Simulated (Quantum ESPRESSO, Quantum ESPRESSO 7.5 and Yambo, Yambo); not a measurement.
# A GW chain in Yambo: WS2 (Tungstenite)

Aim: the G0W0 gap of WS2 (Tungstenite) on PBEsol with spin-orbit coupling, step by step.

Method: PBEsol and many-body steps on it, plane waves, in Quantum ESPRESSO 7.5 and Yambo 5.3.0.

### Step 1. The structure

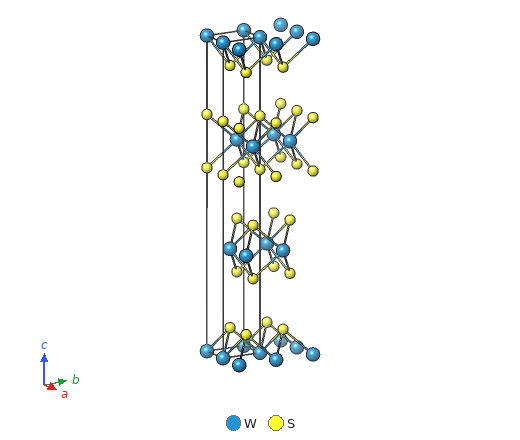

The cell as given, slightly off an axis (tungsten blue, sulfur yellow). 2×2×1 cells are drawn. This picture shows the conventional cell, with its axes. Bonds to atoms that aren't drawn are left out. Some periodic images of atoms are drawn too.

The cell and positions come from the Crystallography Open Database and are kept as given unless a step says otherwise.

### Step 2. Ground state

This step: Quantum ESPRESSO 7.5; DFT, PBEsol with spin-orbit coupling, plane waves, norm-conserving pseudopotentials.

The ground-state density comes first.

Contents of pw.in:

```
&control
  calculation = 'scf'
  prefix = 'x'
  outdir = 'o'
  pseudo_dir = 'pseudo'
/
&system
  ibrav = 0
  nat = 3
  ntyp = 2
  ecutwfc = 62.0
  nbnd = 36
  force_symmorphic = .true.
  noncolin = .true.
  lspinorb = .true.
/
&electrons
  conv_thr = 1e-10
  electron_maxstep = 80
  mixing_beta = 0.5
/
ATOMIC_SPECIES
  W 183.84 W.upf
  S 32.06 S.upf
CELL_PARAMETERS angstrom
  1.5790000000 0.9116360751 6.1633333333
  -1.5790000000 0.9116360751 6.1633333333
  0.0000000000 -1.8232721501 6.1633333333
ATOMIC_POSITIONS crystal
  W 0.0000000000 0.0000000000 0.0000000000
  S 0.2497000000 0.2497000000 0.2497000000
  S 0.4190000000 0.4190000000 0.4190000000
K_POINTS automatic
  8 8 8 0 0 0
```

On the command line:

```sh
OMP_NUM_THREADS=1 mpirun -n 4 pw.x -nk 4 -in pw.in > pw.out
```

The log of the run:

```text
Program PWSCF v.7.5 starts

     This program is part of the open-source Quantum ESPRESSO suite
     for quantum simulation of materials; please cite
         "P. Giannozzi et al., J. Phys.:Condens. Matter 21 395502 (2009);
         "P. Giannozzi et al., J. Phys.:Condens. Matter 29 465901 (2017);
         "P. Giannozzi et al., J. Chem. Phys. 152 154105 (2020);
     in publications or presentations arising from this work. More details at
     Message from routine setup:
     using ibrav=0 with symmetry is DISCOURAGED, use correct ibrav instead

     G-vector sticks info

     bravais-lattice index     =            0
     lattice parameter (alat)  =      12.1460  a.u.
     unit-cell volume          =     359.2255 (a.u.)^3
     number of atoms/cell      =            3
     number of atomic types    =            2
     number of electrons       =        26.00
     number of Kohn-Sham states=           36
     kinetic-energy cutoff     =      62.0000  Ry
     charge density cutoff     =     248.0000  Ry
     scf convergence threshold =      1.0E-10
     mixing beta               =       0.5000
     number of iterations used =            8  plain     mixing
     Exchange-correlation= PBESOL
                           (   1   4  10   8   0   0   0)
     Non magnetic calculation with spin-orbit

     celldm(1)=  12.145956  celldm(2)=   0.000000  celldm(3)=   0.000000
     celldm(4)=   0.000000  celldm(5)=   0.000000  celldm(6)=   0.000000

     crystal axes: (cart. coord. in units of alat)
               a(1) = (   0.245668   0.141837   0.958921 )
               a(2) = (  -0.245668   0.141837   0.958921 )
               a(3) = (   0.000000  -0.283673   0.958921 )

     reciprocal axes: (cart. coord. in units 2 pi/alat)
               b(1) = (  2.035264  1.175060  0.347613 )
               b(2) = ( -2.035264  1.175060  0.347613 )
               b(3) = (  0.000000 -2.350120  0.347613 )
     Pseudo is Norm-conserving + core correction, Zval = 14.0
     Generated using ONCVPSP code by D. R. Hamann
     Using radial grid of 1396 points, 14 beta functions with:
     Pseudo is Norm-conserving + core correction, Zval =  6.0
     Generated using ONCVPSP code by D. R. Hamann
     Using radial grid of 1146 points, 10 beta functions with:
     W                14.00   183.84000     W ( 1.00)
     S                 6.00    32.06000     S ( 1.00)

      6 Sym. Ops. (no inversion) found

   Cartesian axes

     site n.     atom                  positions (alat units)
         1        W      tau(   1) = (   0.0000000   0.0000000   0.0000000  )
         2        S      tau(   2) = (  -0.0000000   0.0000000   0.7183277  )
         3        S      tau(   3) = (  -0.0000000   0.0000000   1.2053636  )

     number of k points=    65
                       cart. coord. in units 2pi/alat
        k(    1) = (   0.0000000   0.0000000   0.0000000), wk =   0.0019531
        k(    2) = (   0.0000000  -0.2937650   0.0434516), wk =   0.0117188
        k(    3) = (   0.0000000  -0.5875301   0.0869032), wk =   0.0117188
        k(    4) = (   0.0000000  -0.8812951   0.1303549), wk =   0.0117188
        k(    5) = (   0.0000000   1.1750601  -0.1738065), wk =   0.0058594
        k(    6) = (  -0.2544080  -0.1468825   0.0869032), wk =   0.0117188
        k(    7) = (  -0.2544080  -0.4406476   0.1303549), wk =   0.0234375
        k(    8) = (  -0.2544080  -0.7344126   0.1738065), wk =   0.0234375
        k(    9) = (  -0.2544080   1.3219427  -0.1303549), wk =   0.0234375
        k(   10) = (  -0.2544080   1.0281776  -0.0869032), wk =   0.0234375
     [... 53 further rows ...]
        k(   64) = (   1.7808559   0.7344126  -0.1738065), wk =   0.0117188
        k(   65) = (   0.0000000   0.0000000  -0.5214194), wk =   0.0019531

     Dense  grid:    23591 G-vectors     FFT dimensions: (  64,  64,  64)

     Initial potential from superposition of free atoms

     starting charge      25.9995, renormalised to      26.0000
     Starting wfcs are   36 randomized atomic wfcs

     per-process dynamical memory:   144.9 Mb

     Self-consistent Calculation

     iteration #  1     ecut=    62.00 Ry     beta= 0.50

     Threshold (ethr) on eigenvalues was too large:
     Diagonalizing with lowered threshold

     total energy              =    -196.20553753 Ry
     estimated scf accuracy    <       0.08123068 Ry

     iteration #  2     ecut=    62.00 Ry     beta= 0.50

     total energy              =    -196.21740080 Ry
     estimated scf accuracy    <       0.00716990 Ry

     iteration #  3     ecut=    62.00 Ry     beta= 0.50

     total energy              =    -196.21742378 Ry
     estimated scf accuracy    <       0.00874010 Ry

     iteration #  4     ecut=    62.00 Ry     beta= 0.50

     total energy              =    -196.21883413 Ry
     estimated scf accuracy    <       0.00083083 Ry

     iteration #  5     ecut=    62.00 Ry     beta= 0.50

     total energy              =    -196.21890488 Ry
     estimated scf accuracy    <       0.00007669 Ry

     iteration #  6     ecut=    62.00 Ry     beta= 0.50

     total energy              =    -196.21891633 Ry
     estimated scf accuracy    <       0.00001677 Ry

     iteration #  7     ecut=    62.00 Ry     beta= 0.50

     total energy              =    -196.21892027 Ry
     estimated scf accuracy    <       0.00000098 Ry

     iteration #  8     ecut=    62.00 Ry     beta= 0.50

     total energy              =    -196.21892048 Ry
     estimated scf accuracy    <       0.00000006 Ry

     iteration #  9     ecut=    62.00 Ry     beta= 0.50

     total energy              =    -196.21892050 Ry
     estimated scf accuracy    <          5.3E-09 Ry

     iteration # 10     ecut=    62.00 Ry     beta= 0.50

     total energy              =    -196.21892050 Ry
     estimated scf accuracy    <          1.4E-10 Ry

     iteration # 11     ecut=    62.00 Ry     beta= 0.50

     End of self-consistent calculation

          k = 0.0000 0.0000 0.0000 (  2963 PWs)   bands (ev):

   -62.7420 -62.7420 -34.1476 -34.1476 -24.4162 -24.4162 -24.2419 -24.2419
    -4.0139  -4.0139  -1.9978  -1.9978   3.9536   3.9536   7.9564   7.9564
     8.2293   8.2293   9.2364   9.2364   9.4667   9.4667  10.0888  10.0888
    10.4583  10.4583  13.7620  13.7620  13.8578  13.8578  14.2243  14.2243
    14.2702  14.2702  16.2726  16.2726

          k = 0.0000-0.2938 0.0435 (  2976 PWs)   bands (ev):

   -62.7392 -62.7392 -34.1581 -34.1577 -24.4243 -24.4225 -24.2843 -24.2840
    -3.7498  -3.7445  -1.9218  -1.9209   4.2756   4.2773   7.4437   7.4494
     8.3397   8.3514   8.5086   8.5222   8.9819   8.9899  10.1500  10.2018
    10.5105  10.5432  13.3756  13.4185  13.8417  13.9090  13.9552  14.0057
    14.3590  14.4215  17.3688  17.3698

          k = 0.0000-0.5875 0.0869 (  2968 PWs)   bands (ev):

   -62.7324 -62.7324 -34.1830 -34.1824 -24.4716 -24.4685 -24.3547 -24.3536
    -3.0416  -3.0296  -1.7192  -1.7154   4.9623   4.9636   6.3588   6.3688
     7.2679   7.2919   8.2132   8.2264   9.0008   9.0096   9.7236   9.7293
    10.0496  10.0626  12.9556  12.9573  13.6788  13.7008  14.4958  14.5459
    15.0622  15.1032  18.1972  18.2004

          k = 0.0000-0.8813 0.1304 (  2961 PWs)   bands (ev):

     [... further k-points ...]

     highest occupied, lowest unoccupied level (ev):    11.6770   12.6755

!    total energy              =    -196.21892050 Ry
     estimated scf accuracy    <          1.4E-11 Ry

     The total energy is the sum of the following terms:
     one-electron contribution =     -82.09725607 Ry
     hartree contribution      =      51.53433027 Ry
     xc contribution           =     -45.72976654 Ry
     ewald contribution        =    -119.92622817 Ry

     convergence has been achieved in  11 iterations

     XML data file, charge density, pseudopotentials, collected wavefunctions

=------------------------------------------------------------------------------=
   JOB DONE.
=------------------------------------------------------------------------------=
```

Wall time 3 min (4 MPI ranks of Arm Neoverse V2, shared host); peak memory 0.75 GiB; 12 min of CPU time.

This step gave:

```yaml
total_energy: -2669.6944 eV
gap: 0.9985 eV
k_of_the_valence_top: -0.5, -0.5, -0.5
k_of_the_conduction_bottom: 0, 0.125, -0.25
least_direct_gap: 2.044 eV
```

The gap is indirect, with the least direct gap 1.05 eV higher.

### Step 3. Bands along the symmetry lines

The cheap functional maps the bands first; the places of the edges decide which points the dearer methods must see.

Contents of pw.in:

```
&control
  calculation = 'bands'
  prefix = 'x'
  outdir = 'o'
  pseudo_dir = 'pseudo'
/
&system
  ibrav = 0
  nat = 3
  ntyp = 2
  ecutwfc = 62.0
  nbnd = 38
  force_symmorphic = .true.
  noncolin = .true.
  lspinorb = .true.
/
&electrons
  conv_thr = 1e-9
  electron_maxstep = 80
  diago_full_acc = .true.
  diago_thr_init = 5e-6
/
ATOMIC_SPECIES
  W 183.84 W.upf
  S 32.06 S.upf
CELL_PARAMETERS angstrom
  1.5790000000 0.9116360751 6.1633333333
  -1.5790000000 0.9116360751 6.1633333333
  0.0000000000 -1.8232721501 6.1633333333
ATOMIC_POSITIONS crystal
  W 0.0000000000 0.0000000000 0.0000000000
  S 0.2497000000 0.2497000000 0.2497000000
  S 0.4190000000 0.4190000000 0.4190000000
K_POINTS crystal
  59
  0.00000000 0.00000000 0.00000000 1
  -0.06250000 -0.06250000 -0.06250000 1
  -0.12500000 -0.12500000 -0.12500000 1
  -0.18750000 -0.18750000 -0.18750000 1
  -0.25000000 -0.25000000 -0.25000000 1
  -0.31250000 -0.31250000 -0.31250000 1
  -0.37500000 -0.37500000 -0.37500000 1
  -0.43750000 -0.43750000 -0.43750000 1
  -0.50000000 -0.50000000 -0.50000000 1
  -0.50000000 -0.46015652 -0.53984348 1
  -0.50000000 -0.42031304 -0.57968697 1
  -0.50000000 -0.38046955 -0.61953045 1
  -0.50000000 -0.34062607 -0.65937393 1
  -0.50000000 -0.30078259 -0.69921741 1
  -0.50000000 -0.26093911 -0.73906089 1
  -0.50000000 -0.22109562 -0.77890438 1
  -0.50000000 -0.18125214 -0.81874786 1
  -0.18125214 0.18125214 -0.50000000 1
  -0.15859562 0.15859562 -0.50000000 1
  -0.13593911 0.13593911 -0.50000000 1
  -0.11328259 0.11328259 -0.50000000 1
  -0.09062607 0.09062607 -0.50000000 1
  -0.06796955 0.06796955 -0.50000000 1
  -0.04531304 0.04531304 -0.50000000 1
  -0.02265652 0.02265652 -0.50000000 1
  0.00000000 0.00000000 -0.50000000 1
  0.00000000 0.00000000 -0.43750000 1
  0.00000000 0.00000000 -0.37500000 1
  0.00000000 0.00000000 -0.31250000 1
  0.00000000 0.00000000 -0.25000000 1
  0.00000000 0.00000000 -0.18750000 1
  0.00000000 0.00000000 -0.12500000 1
  0.00000000 0.00000000 -0.06250000 1
  0.00000000 0.00000000 0.00000000 1
  0.00000000 0.04257826 -0.04257826 1
  0.00000000 0.08515652 -0.08515652 1
  0.00000000 0.12773478 -0.12773478 1
  0.00000000 0.17031304 -0.17031304 1
  0.00000000 0.21289129 -0.21289129 1
  0.00000000 0.25546955 -0.25546955 1
  0.00000000 0.29804781 -0.29804781 1
  0.00000000 0.34062607 -0.34062607 1
  -0.34062607 0.00000000 -0.65937393 1
  -0.36054781 0.00000000 -0.63945219 1
  -0.38046955 0.00000000 -0.61953045 1
  -0.40039129 0.00000000 -0.59960871 1
  -0.42031304 0.00000000 -0.57968697 1
  -0.44023478 0.00000000 -0.55976522 1
  -0.46015652 0.00000000 -0.53984348 1
  -0.48007826 0.00000000 -0.51992174 1
  -0.50000000 0.00000000 -0.50000000 1
  -0.43750000 0.00000000 -0.43750000 1
  -0.37500000 0.00000000 -0.37500000 1
  -0.31250000 0.00000000 -0.31250000 1
  -0.25000000 0.00000000 -0.25000000 1
  -0.18750000 0.00000000 -0.18750000 1
  -0.12500000 0.00000000 -0.12500000 1
  -0.06250000 0.00000000 -0.06250000 1
  0.00000000 0.00000000 0.00000000 1
```

The log of the run:

```text
[banner, memory and clock lines left out]
Program PWSCF v.7.5 starts

     Atomic positions and unit cell read from directory:
     o/x.save/

     Message from routine setup:
     using ibrav=0 with symmetry is DISCOURAGED, use correct ibrav instead

     G-vector sticks info

     bravais-lattice index     =            0
     lattice parameter (alat)  =      12.1460  a.u.
     unit-cell volume          =     359.2255 (a.u.)^3
     number of atoms/cell      =            3
     number of atomic types    =            2
     number of electrons       =        26.00
     number of Kohn-Sham states=           38
     kinetic-energy cutoff     =      62.0000  Ry
     charge density cutoff     =     248.0000  Ry
     Exchange-correlation= PBESOL
                           (   1   4  10   8   0   0   0)
     Non magnetic calculation with spin-orbit

     celldm(1)=  12.145956  celldm(2)=   0.000000  celldm(3)=   0.000000
     celldm(4)=   0.000000  celldm(5)=   0.000000  celldm(6)=   0.000000

     crystal axes: (cart. coord. in units of alat)
               a(1) = (   0.245668   0.141837   0.958921 )
               a(2) = (  -0.245668   0.141837   0.958921 )
               a(3) = (   0.000000  -0.283673   0.958921 )

     reciprocal axes: (cart. coord. in units 2 pi/alat)
               b(1) = (  2.035264  1.175060  0.347613 )
               b(2) = ( -2.035264  1.175060  0.347613 )
               b(3) = (  0.000000 -2.350120  0.347613 )
     Pseudo is Norm-conserving + core correction, Zval = 14.0
     Generated using ONCVPSP code by D. R. Hamann
     Using radial grid of 1396 points, 14 beta functions with:
     Pseudo is Norm-conserving + core correction, Zval =  6.0
     Generated using ONCVPSP code by D. R. Hamann
     Using radial grid of 1146 points, 10 beta functions with:
     W                14.00   183.84000     W ( 1.00)
     S                 6.00    32.06000     S ( 1.00)

      6 Sym. Ops. (no inversion) found

   Cartesian axes

     site n.     atom                  positions (alat units)
         1        W      tau(   1) = (   0.0000000   0.0000000   0.0000000  )
         2        S      tau(   2) = (  -0.0000000   0.0000000   0.7183277  )
         3        S      tau(   3) = (  -0.0000000   0.0000000   1.2053636  )

     number of k points=    59
                       cart. coord. in units 2pi/alat
        k(    1) = (   0.0000000   0.0000000   0.0000000), wk =   0.0169492
        k(    2) = (   0.0000000   0.0000000  -0.0651774), wk =   0.0169492
        k(    3) = (   0.0000000   0.0000000  -0.1303549), wk =   0.0169492
[...]
[... 47 further rows ...]
        k(   58) = (  -0.1272040   0.0734413  -0.0434516), wk =   0.0169492
        k(   59) = (   0.0000000   0.0000000   0.0000000), wk =   0.0169492

     Dense  grid:    23591 G-vectors     FFT dimensions: (  64,  64,  64)

     The potential is recalculated from file :
     o/x.save/charge-density

     Starting wfcs are   36 randomized atomic wfcs +    2 random wfcs

     Band Structure Calculation

     End of band structure calculation

          k = 0.0000 0.0000 0.0000 (  2963 PWs)   bands (ev):

   -62.7420 -62.7420 -34.1476 -34.1476 -24.4161 -24.4161 -24.2419 -24.2419
    -4.0139  -4.0139  -1.9978  -1.9978   3.9536   3.9536   7.9564   7.9564
     8.2293   8.2293   9.2364   9.2364   9.4667   9.4667  10.0888  10.0888
[...]
14.2702  14.2702  16.2726  16.2726  19.2885  19.2886

          k = 0.0000 0.0000-0.0652 (  2972 PWs)   bands (ev):

[...]
14.2649  14.2649  16.2820  16.2820  19.3049  19.3050

          k = 0.0000 0.0000-0.1304 (  2957 PWs)   bands (ev):

[...]
14.2495  14.2495  16.3082  16.3082  19.3519  19.3519

          k =-0.0000 0.0000-0.1955 (  2963 PWs)   bands (ev):

[...]
k = 0.0000 0.0000-0.2607 (  2975 PWs)   bands (ev):

[...]
k =-0.0000 0.0000-0.3911 (  2975 PWs)   bands (ev):

[...]
k =-0.0000-0.0000-0.4562 (  2979 PWs)   bands (ev):

[...]
k =-0.0811 0.1405-0.5214 (  2968 PWs)   bands (ev):

[...]
k = 0.0000 0.2938-0.0435 (  2976 PWs)   bands (ev):

[...]
k = 0.0000 0.1469-0.0217 (  2973 PWs)   bands (ev):

[...]
k = 0.0000 0.0000 0.0000 (  2963 PWs)   bands (ev):

[...]
k =-0.2544 0.1469-0.0869 (  2976 PWs)   bands (ev):

[...]
k =-0.1272 0.0734-0.0435 (  2971 PWs)   bands (ev):

[...]
14.1962  14.2576  16.6011  16.6014  19.5605  19.5884

          k = 0.0000 0.0000 0.0000 (  2963 PWs)   bands (ev):

[...]
8.2293   8.2293   9.2364   9.2364   9.4667   9.4667  10.0888  10.0888
    10.4583  10.4583  13.7620  13.7620  13.8578  13.8578  14.2243  14.2243
    14.2702  14.2702  16.2726  16.2726  19.2885  19.2886

     XML data file, pseudopotentials, collected wavefunctions
```

Wall time 51 s (4 MPI ranks); peak memory 0.43 GiB; 3.4 min of CPU time.

Numbers from this step:

* gap: 0.8526 eV
* k of the valence top: -0.5, -0.5, -0.5
* k of the conduction bottom: 0, 0.1703, -0.1703
* least direct gap: 1.642 eV

The gap is 0.853 eV, −0.146 eV from the run before at this level.

Electronic bands along the path, in eV, zero at the top of the highest filled band:

```
     point  band 23  band 24  band 25  band 26  band 27  band 28  band 29  band 30
         Γ    -1.59    -1.59    -1.22    -1.22     2.08     2.08     2.18     2.18
         T    -2.18    -2.18     0.00     0.00     2.18     2.18     2.21     2.21
        H2    -3.08    -3.02    -0.93    -0.52     1.18     1.22     2.40     2.59
jump to H0    -3.08    -3.02    -0.93    -0.52     1.18     1.22     2.40     2.59
         L    -1.95    -1.95    -1.64    -1.64     2.17     2.17     2.61     2.61
         Γ    -1.59    -1.59    -1.22    -1.22     2.08     2.08     2.18     2.18
        S0    -3.12    -3.07    -0.91    -0.49     1.15     1.18     2.41     2.59
jump to S2    -3.12    -3.07    -0.91    -0.49     1.15     1.18     2.41     2.59
         F    -2.08    -2.08    -1.54    -1.54     2.13     2.13     2.69     2.69
         Γ    -1.59    -1.59    -1.22    -1.22     2.08     2.08     2.18     2.18
```

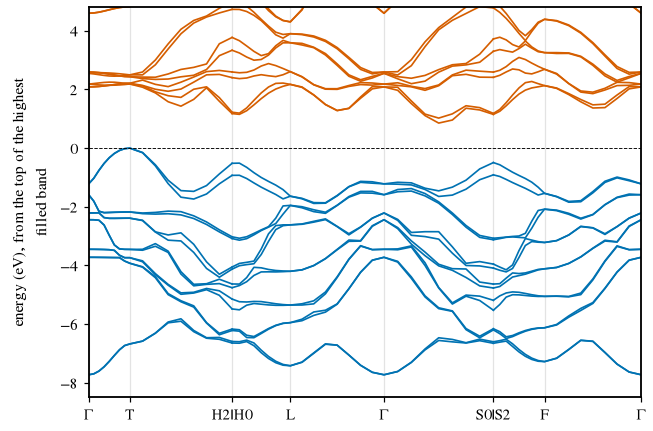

Electronic bands along the path; lines of filled and empty bands in two colours.

(Part 1 of 3 ends here.)

[Paths, hosts, dates, memory and timing lines, banners, echoed tables and standing remarks are left out of the program output.]

[Logs are printed without paths, hosts, clocks, repeated set-up lines and the standing remarks that a program may print on its own settings, such as how far it seeks lower states.]

[Runs of the session that timed out or met a known fault of the program may be left out.]

[Hosts, paths, dates, database ids (printed as entryN), source tags and the programs' standing remarks are cut or masked in the printed files.]
